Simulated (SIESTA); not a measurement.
# How far to go with the cutoff of the real-space grid: Mg (P-3m1, 2 atoms in the cell)

```yaml
crystal:
  lattice:
    - [1.60018, -2.77160, 0.00000]
    - [1.60018, 2.77160, 0.00000]
    - [0.00000, 0.00000, 5.19437]
  atoms:
    - { symbol: Mg, position: [0.33333, 0.66667, 0.25963] }
    - { symbol: Mg, position: [0.66667, 0.33333, 0.75000] }
```

Computed with LDA PW92, numerical atomic orbitals DZP, PseudoDojo LDA standard norm-conserving potentials (rewritten from UPF to PSML) (SIESTA 5.4.2).

Base settings: XC.functional = LDA; XC.authors = PW92; potentials = PseudoDojo LDA standard; PAO.BasisSize = DZP; PAO.EnergyShift = 0.005 Ry; MeshCutoff = 400 Ry; kgrid.MonkhorstPack = 4 4 3; OccupationFunction = FD; ElectronicTemperature = 1160.45 K; MaxSCFIterations = 150.

The second cell is the first with its lattice scaled by 0.98.

The mesh stays at the base's, so the ladder's end is converged at best in this setting alone.

Only quantities that move along the ladder and can be compared are tabulated.

The starting cell has typed, rounded lattice constants, without a prior relaxation at this level. Its lattice was rescaled by up to half a per cent. One atom was moved a little off its site on purpose. Values carry the incompleteness of an atom-centred basis. Without a gap this mesh is coarse (it stands for a supercell whose shortest vector is 13 Å).

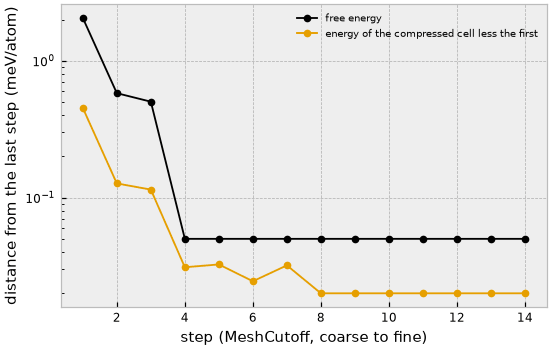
*Distance from the last step along the ladder; very small values are drawn at a floor.*

| MeshCutoff | free energy less the last step's (meV/atom) | energy of the compressed cell less the first (meV/atom) | largest difference of a force vector from the last step's (eV/Å) |
|---|---|---|---|
| 140 Ry (144 Ry used) | 2.06 | 16.03 | 0.022 |
| 160 Ry (164 Ry used) | -0.58 | 16.61 | 0.024 |
| 200 Ry (207 Ry used) | -0.50 | 16.59 | 0.002 |
| 220 Ry (236 Ry used) | -0.02 | 16.45 | 0.003 |
| 240 Ry (256 Ry used) | -0.01 | 16.45 | 0.007 |
| 280 Ry (299 Ry used) | -0.01 | 16.45 | 0.008 |
| 320 Ry (324 Ry used) | -0.01 | 16.45 | 0.001 |
| 360 Ry (368 Ry used) | 0.00 | 16.48 | 0.001 |
| 400 Ry (420 Ry used) | -0.01 | 16.47 | 0.001 |
| 440 Ry (466 Ry used) | -0.01 | 16.47 | 0.001 |
| 480 Ry (531 Ry used) | 0.00 | 16.46 | 0.001 |
| 540 Ry (576 Ry used) | 0.00 | 16.48 | 0.001 |
| 600 Ry (656 Ry used) | -0.01 | 16.49 | 0.001 |
| 800 Ry (829 Ry used) | 0.00 | 16.49 | 0.001 |
| 960 Ry (1024 Ry used) | 0.00 | 16.48 | 0.000 |

Coarsest MeshCutoff that holds the energy of the compressed cell less the first within 0.2 meV/atom of the last step, with all finer ones: 160 Ry (164 Ry used); the step before is off by 0.45 meV/atom.

Coarsest MeshCutoff that holds the free energy within 1 meV/atom of the last step, with all finer ones: 160 Ry (164 Ry used); the step before is off by 2.1 meV/atom.

Coarsest MeshCutoff that holds the forces within 0.005 eV/Å of the last step, with all finer ones: 320 Ry (324 Ry used); the step before is off by 0.008 eV/Å.

The energy difference between the two cells stays within 1 meV/atom of the last step's from 140 Ry on, the total only from 160 Ry on: much of the error is common to both cells and cancels.

Left out of this page: 2 runs of the series outside the window shown, repeating another row's setting, or not comparable.
